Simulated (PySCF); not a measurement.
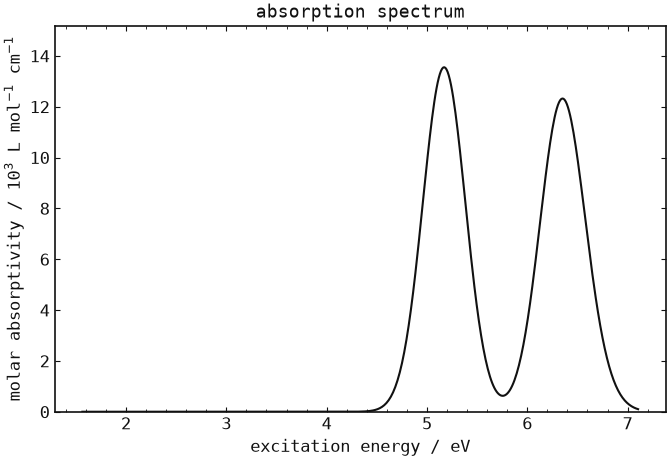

Computed absorption of C₃H₈OSSi, SMILES CC(=S)CO[SiH3]. Vertical TDDFT excitations, CAM-B3LYP/def2-SVPD (IEF-PCM dichloromethane) with PySCF 2.14.0, at a PBE0-D3(BJ)/def2-SVP geometry (no frequency check). The lowest 6 singlet states are shown; each is broadened by a Gaussian of 1/e half-width 0.30 eV.

**Does any vertical transition fall in the visible?**

1 singlet level lies below 3.1 eV (beyond 400 nm), with f below 0.001, so absorption there is weak.

**Where is the maximum of the broadened curve, and how high is it?**

At about 5.2 eV (240 nm), with ε near 14000 L mol⁻¹ cm⁻¹.

**List the transitions behind the spectrum.**

| state | E (eV) | λ (nm) | f | main character |
| --- | --- | --- | --- | --- |
| S1 | 2.76 | 448 | 0.000 | HOMO → LUMO (99 %) |
| S2 | 5.17 | 240 | 0.251 | HOMO−1 → LUMO (96 %) |
| S3 | 6.28 | 198 | 0.076 | HOMO → LUMO+1 (41 %) |
| S4 | 6.32 | 196 | 0.004 | HOMO−4 → LUMO (53 %) |
| S5 | 6.37 | 195 | 0.142 | HOMO−2 → LUMO (79 %) |
| S6 | 6.60 | 188 | 0.024 | HOMO → LUMO+4 (38 %) |

Caveats: one conformer of a flexible molecule; core orbitals are frozen in the response.
